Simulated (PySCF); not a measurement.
## Electronic structure of C7H14AlNS (SMILES C[N+](C)(C)[AlH2-][c]1cccs1) in real space

```yaml
atoms:
  - { symbol: C, position_ang: [-1.4714, 0.9727, -1.0488] }
  - { symbol: N, position_ang: [-1.4885, -0.1800, -0.1386] }
  - { symbol: C, position_ang: [-1.3485, 0.2468, 1.2599] }
  - { symbol: C, position_ang: [-2.7355, -0.9375, -0.3104] }
  - { symbol: Al, position_ang: [0.0482, -1.4718, -0.6256] }
  - { symbol: C, position_ang: [1.7233, -0.4200, -0.4041] }
  - { symbol: C, position_ang: [2.0313, 0.8714, -0.0096] }
  - { symbol: C, position_ang: [3.4202, 1.1861, -0.0132] }
  - { symbol: C, position_ang: [4.1899, 0.1258, -0.4133] }
  - { symbol: S, position_ang: [3.2073, -1.2317, -0.7772] }
  - { symbol: H, position_ang: [-0.5215, 1.5127, -0.9497] }
  - { symbol: H, position_ang: [-2.3079, 1.6580, -0.8262] }
  - { symbol: H, position_ang: [-1.5584, 0.6172, -2.0843] }
  - { symbol: H, position_ang: [-2.1796, 0.9132, 1.5497] }
  - { symbol: H, position_ang: [-1.3478, -0.6387, 1.9095] }
  - { symbol: H, position_ang: [-0.3950, 0.7723, 1.3963] }
  - { symbol: H, position_ang: [-3.6091, -0.3094, -0.0637] }
  - { symbol: H, position_ang: [-2.7208, -1.8175, 0.3468] }
  - { symbol: H, position_ang: [-2.8136, -1.2797, -1.3512] }
  - { symbol: H, position_ang: [-0.2139, -2.6100, 0.4773] }
  - { symbol: H, position_ang: [-0.3612, -1.8056, -2.1427] }
  - { symbol: H, position_ang: [1.2805, 1.6092, 0.2857] }
  - { symbol: H, position_ang: [3.8306, 2.1574, 0.2689] }
  - { symbol: H, position_ang: [5.2740, 0.0774, -0.5114] }
```

Geometry: PBE0-D3(BJ)/def2-SVP.

Method: PBE0/pcSseg-1, SCF density, gas phase, non-relativistic (PySCF 2.14.0).

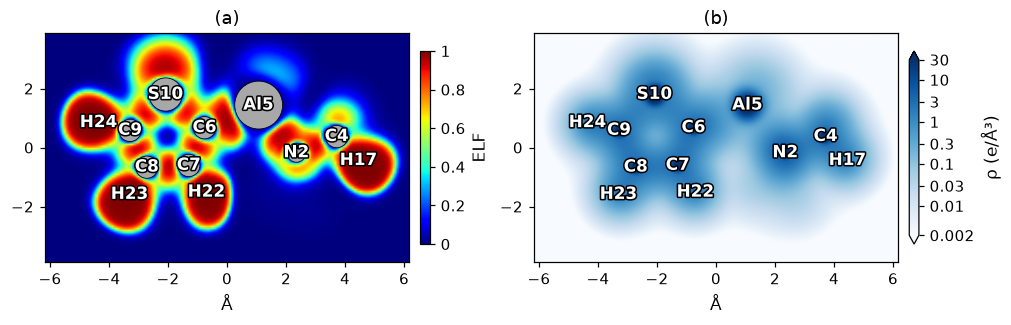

Figure 1. (a) electron localisation function; (b) total electron density on the plane of atoms C9, C8 and H23. Grey discs cover the atomic cores in the ELF map.

> Read the bonding off the picture.

Atoms in the plane: N, C, Al, S and H.
C–C (1.37 Å): ρ at the midpoint is about 2.1 e/Å³; the ELF peaks at about 0.95 between the atoms, as expected for a covalent bond.
C–N (1.47 Å): ρ at the midpoint is about 1.9 e/Å³; the ELF peaks at about 0.95 between the atoms (a shared electron pair).
C–S (1.71 Å): the density is about 1.5 e/Å³ at the midpoint; the ELF peaks at about 0.90 between the atoms; a covalent bond.
C–Al (1.99 Å): the density is about 0.66 e/Å³ at the midpoint; the ELF peaks at about 0.95 between the atoms (a shared but strongly polarised pair).
Al–N (2.07 Å): the density is about 0.49 e/Å³ at the midpoint; the ELF peaks at about 0.95 in the valence shell of N, 0.7 Å from its nucleus, and is about 0.80 at the midpoint.
The ELF also peaks beside S10, away from the bonds: lone-pair regions.

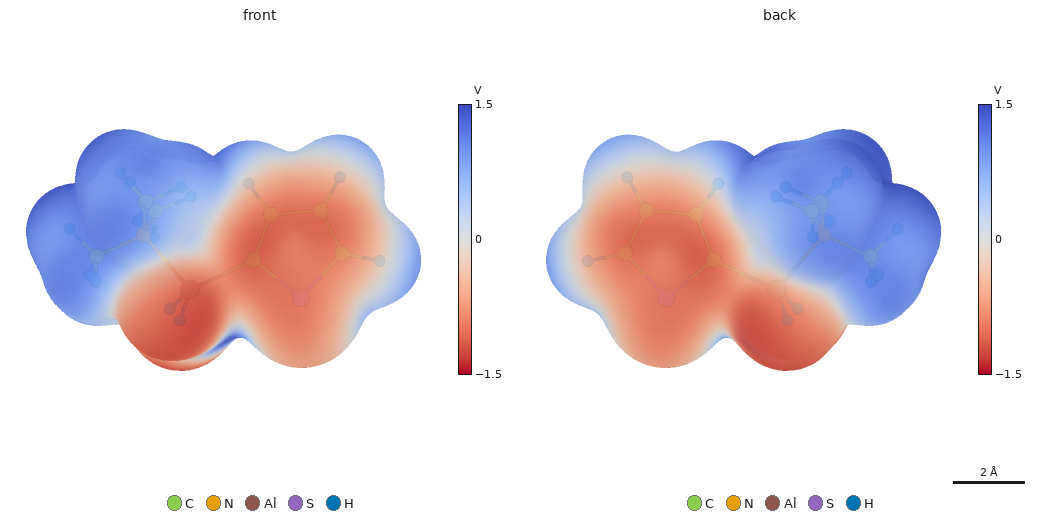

Figure 2. The electrostatic potential painted on the density surface at 0.002 e/bohr³, seen from the front and from behind; red is negative and blue positive.

> Which sites attract a positive test charge, and which a negative one?

A positive charge is drawn to the negative regions and a negative charge to the positive ones. The most negative region (about −1.2 V) lies over H20 and H21, the most positive (about +1.4 V) over H12, H14 and H17.

> What dipole moment does the calculation give?

Its dipole moment is 5.77 D.
